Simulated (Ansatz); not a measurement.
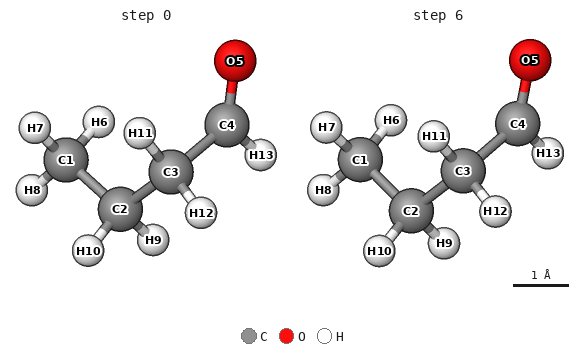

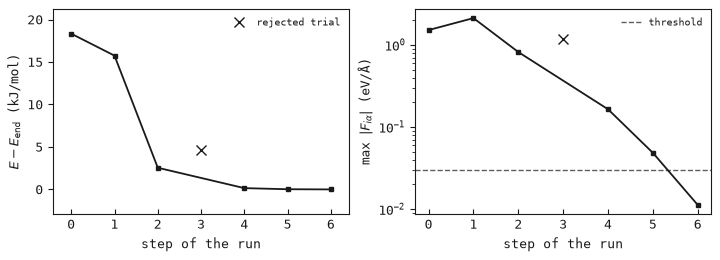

First and last geometry of a relaxation of C4H8O (coarse preliminary run), with the history of the run. The picture is a ball-and-stick view, seen at a tilt.

The start comes from a force field.

The calculation used RKS PBE-D4/def2-SVP (Ansatz 0.2.0).

The input:
```yaml
crystal:
  periodic: [false, false, false]
  atoms:
    - {symbol: C, position_ang: [-1.420300, -0.285200, 0.596400]}
    - {symbol: C, position_ang: [-0.210900, -0.838400, -0.152800]}
    - {symbol: C, position_ang: [1.070800, -0.088700, 0.043600]}
    - {symbol: C, position_ang: [1.014500, 1.291600, -0.656700]}
    - {symbol: O, position_ang: [1.258200, 2.315200, -0.048700]}
    - {symbol: H, position_ang: [-1.616100, 0.738400, 0.177500]}
    - {symbol: H, position_ang: [-1.224600, -0.185700, 1.655500]}
    - {symbol: H, position_ang: [-2.303200, -0.866100, 0.404300]}
    - {symbol: H, position_ang: [-0.459000, -0.881900, -1.262900]}
    - {symbol: H, position_ang: [-0.083400, -1.886900, 0.179500]}
    - {symbol: H, position_ang: [1.252400, 0.119900, 1.159300]}
    - {symbol: H, position_ang: [1.940600, -0.671500, -0.365100]}
    - {symbol: H, position_ang: [0.803600, 1.256100, -1.755400]}
basis:
  gaussian: {orbitals: def2-SVP}
hamiltonian: {xc: pbe, dispersion: d4}
relax: {f_tol: 0.03, max_steps: 200}
```

Command:
```bash
ansatz run in.yaml --threads 4 --pin off --events-out ev --progress --plain --max-ram 10444MiB
```

What do the curves and the structures tell?

It converged. Over 5 accepted moves (6 points after the start) the energy falls by 18.3 kJ/mol. The largest force component goes from 1.5 to 0.011 eV/Å. The line search rejected the trial step at point 3 of the run. The largest move after the best rigid fit is that of H13, 0.10 Å. Largest moves by element: H 0.10 Å, O 0.06 Å, C 0.06 Å. Among the contacts that change: C2–C3 1.498 → 1.538 Å, C3–H11 1.149 → 1.110 Å, C3–C4 1.549 → 1.513 Å, C1–H8 1.074 → 1.109 Å. Among the angles between lasting bonds that change: C2–C1–H6 106.6° → 111.7°, C3–C4–O5 121.1° → 125.6°, H7–C1–H8 111.9° → 107.7°. Cost: 8.5 s on 4 threads of Arm Neoverse V1, on a shared host.
